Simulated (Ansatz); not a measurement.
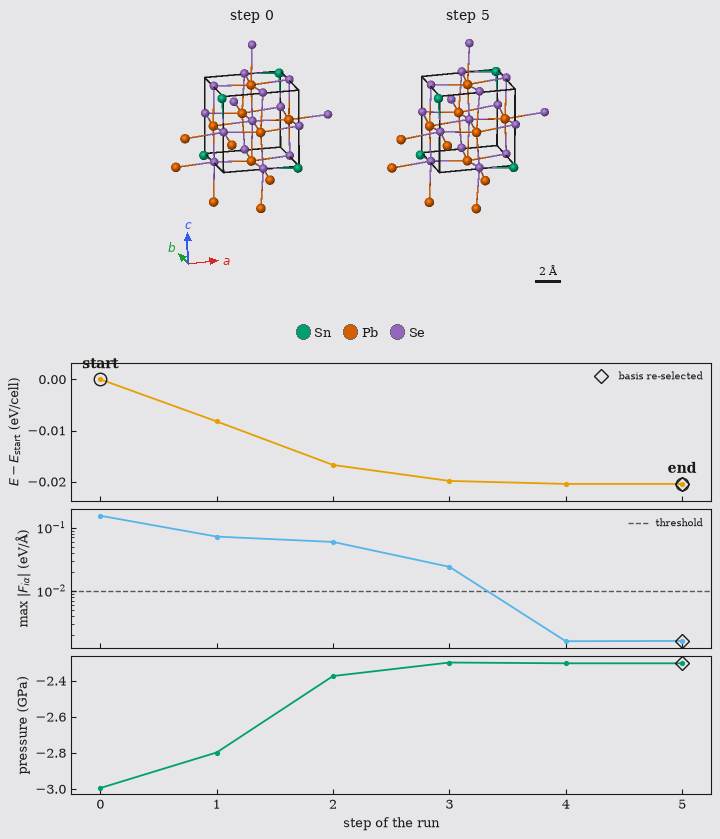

First and last geometry of a relaxation of crystalline SnPb3Se4 (a generated structure, set up in R3m), with the history of the run. A ball-and-stick model of the cell of the calculation, seen slightly off an axis.

The calculation used DFT PBE, scalar-relativistic, plane waves, PAW (Ansatz). Set-up: plane-wave cutoff 420 eV; k-point mesh 6 × 6 × 6; occupations gaussian; smearing width 0.01 eV; no spin polarisation; cell relaxed at fixed volume; force threshold 0.01 eV/Å; at most 30 steps.

**Did the run converge, and what did it change?**

It converged. The largest move relative to the cell is that of a Se atom, 0.061 Å along [1 1 1]. By element the largest moves are Se 0.061 Å, Pb 0.060 Å, Sn 0.027 Å. The drawn cell changes at constant volume: a = b = c 6.405 → 6.408 Å (+0.1 %), α 89.0° → 87.9°, β 89.0° → 87.9°, γ 89.0° → 87.9°. Some distances before and after: Pb–Se 3.354 → 3.441 Å, Pb–Se 3.328 → 3.410 Å, Pb–Se 3.061 → 2.990 Å, Pb–Se 3.100 → 3.038 Å. The space group stays R3m (No. 160). The energy falls by 20.4 meV per cell of the calculation in 4 accepted moves (5 points after the start). Largest force component: 0.15 eV/Å at the start, 0.0016 eV/Å at the end. Pressure: −2.99 GPa at the start and −2.30 GPa at the end. The SCF was repeated once at an unchanged geometry on a basis and grid sized afresh for the cell, which shifted the energy by less than 0.05 meV per cell of the calculation at most.
